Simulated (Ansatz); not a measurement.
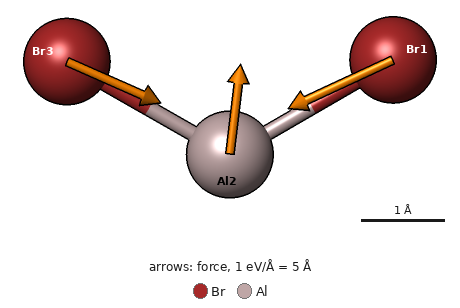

Starting geometry of AlBr2 (multiplicity 2) with the computed forces as orange arrows. Style: ball-and-stick. Shown face on.

The start comes from PBE-D4/def2-SVP.

Theory: Ansatz, UKS PBE0-D4/def2-TZVP. (force threshold 0.005 eV/Å; at most 150 steps)

**Is this structure relaxed? If not, where do the atoms go?**

It isn't relaxed: the largest force vector, on Br1, is 0.28 eV/Å. The final displacements follow the starting forces only in part (cosine between the two patterns 0.66). The energy falls by 0.64 kJ/mol in 2 geometry steps. Largest force component: 0.28 eV/Å at the start, 0.00091 eV/Å at the end. The largest move after the best rigid fit is that of Br1, 0.032 Å. By element the largest moves are Br 0.032 Å, Al 0.007 Å. Among the contacts that change: Al2–Br3 2.287 → 2.266 Å.
